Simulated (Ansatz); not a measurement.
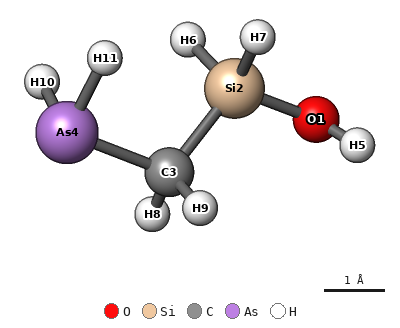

This is the input geometry for a relaxation of CH7AsOSi. A ball-and-stick model, seen at a tilt.

The start comes from PBE-D4/def2-SVP.

Theory: Ansatz, RKS PBE0-D4/def2-TZVP.

The input:
```yaml
crystal:
  periodic: [false, false, false]
  atoms:
    - {symbol: O, position_ang: [-1.244840, 2.023317, 0.640352]}
    - {symbol: Si, position_ang: [-0.074602, 0.809824, 0.561464]}
    - {symbol: C, position_ang: [-0.419793, -0.513594, -0.735117]}
    - {symbol: As, position_ang: [0.880233, -2.037990, -0.649256]}
    - {symbol: H, position_ang: [-1.269617, 2.624985, -0.123681]}
    - {symbol: H, position_ang: [-0.087842, 0.181088, 1.922425]}
    - {symbol: H, position_ang: [1.291650, 1.385391, 0.266914]}
    - {symbol: H, position_ang: [-1.432865, -0.949650, -0.611256]}
    - {symbol: H, position_ang: [-0.363103, -0.108630, -1.767520]}
    - {symbol: H, position_ang: [0.670607, -2.311247, 0.856011]}
    - {symbol: H, position_ang: [2.115673, -1.160394, -0.339838]}
basis:
  gaussian: {orbitals: def2-TZVP}
hamiltonian: {xc: pbe0, dispersion: d4}
relax: {f_tol: 0.005, max_steps: 150}
```

Launched with:
```bash
ansatz run in.yaml --threads 4 --pin off --events-out ev --progress --plain --max-ram 10444MiB
```

Predict the outcome.

Answer. The energy falls by 5.75 kJ/mol in 13 geometry steps. Largest force component: 0.69 eV/Å at the start, 0.0033 eV/Å at the end. The forces were under the threshold at step 6, but the run went on from there. The largest move after the best rigid fit is that of H10, 0.13 Å. Largest moves by element: H 0.13 Å, O 0.06 Å, Si 0.04 Å, As 0.04 Å, C 0.02 Å. Some distances before and after: O1–Si2 1.688 → 1.652 Å, C3–As4 2.005 → 1.982 Å, Si2–C3 1.885 → 1.861 Å, Si2–H7 1.512 → 1.491 Å. Bond angles that change, for instance: Si2–O1–H5 115.2° → 117.9°.

History of the run:

| step | E − E(0), kJ/mol | largest force component, eV/Å |
| --- | --- | --- |
| 0 | 0.00 | 0.6906 |
| 1 | -4.68 | 0.4080 |
| 2 | -5.44 | 0.1246 |
| 3 | -5.59 | 0.0564 |
| 4 | -5.60 | 0.1923 |
| 5 | -5.71 | 0.0276 |
| 6 | -5.72 | 0.0041 |
| 7 | -5.73 | 0.0268 |
| 8 | -5.73 | 0.0338 |
| 9 | -5.74 | 0.0119 |
| 10 | -5.74 | 0.0126 |
| 11 | -5.74 | 0.0121 |
| 12 | -5.75 | 0.0070 |
| 13 | -5.75 | 0.0033 |

Final geometry:

```xyz
11

O    -1.2170    1.9981    0.5907
Si   -0.1050    0.7769    0.5649
C    -0.4352   -0.5225   -0.7255
As    0.8643   -2.0146   -0.6184
H    -1.1781    2.6536   -0.1061
H    -0.1766    0.1580    1.9098
H     1.2602    1.3233    0.3197
H    -1.4305   -0.9599   -0.6131
H    -0.3679   -0.1228   -1.7408
H     0.7504   -2.2119    0.8903
H     2.1010   -1.1352   -0.4510
```

After the run, drawn alike:

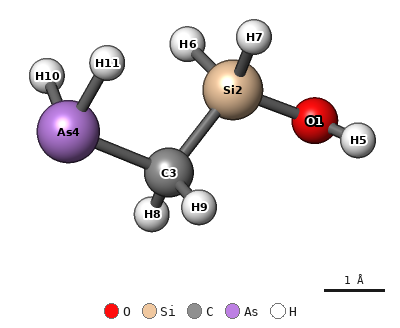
